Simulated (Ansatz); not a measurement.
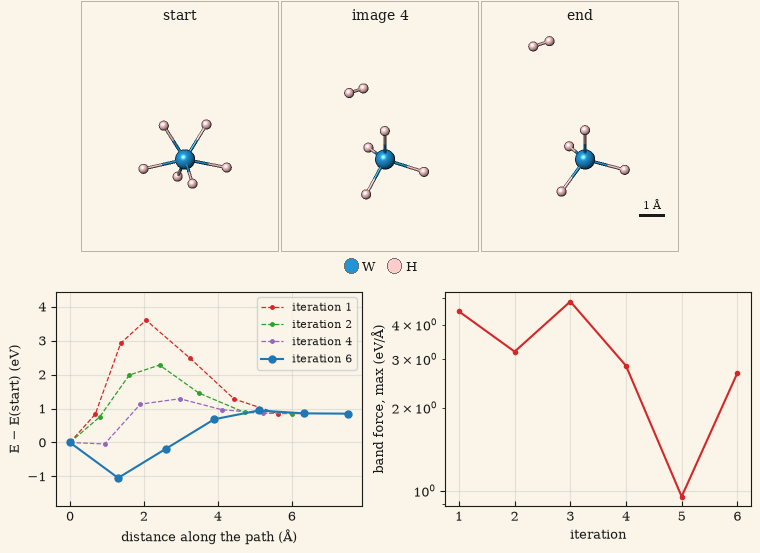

A nudged-elastic-band calculation for WH6. Images are numbered from 0 (start) to 6 (end). The plot follows the band through its iterations. Style: ball-and-stick. Shown face on.

Level of theory: RKS revPBE/def2-TZVP in Ansatz 0.2.0. Set-up: 5 movable images; climbing image; force threshold 0.03 eV/Å; iteration limit 6; starting path through a guess of the saddle point.

### How did the profile develop, and is the result final?

The result isn't final. The band hadn't converged when the run stopped after 6 iterations. The largest component of the band force went from 4.5 to 2.7 eV/Å. The barrier read from it is provisional: over the last two iterations the highest image moved from 1.29 eV to 0.94 eV. The iteration limit was low. The first iteration put the highest image at 3.60 eV. Relative to the start the highest point is image 4 at +0.94 eV and the end lies at +0.85 eV, but the profile dips to −1.04 eV at image 1 on the way, so there may be an intermediate minimum, or an end is no minimum.
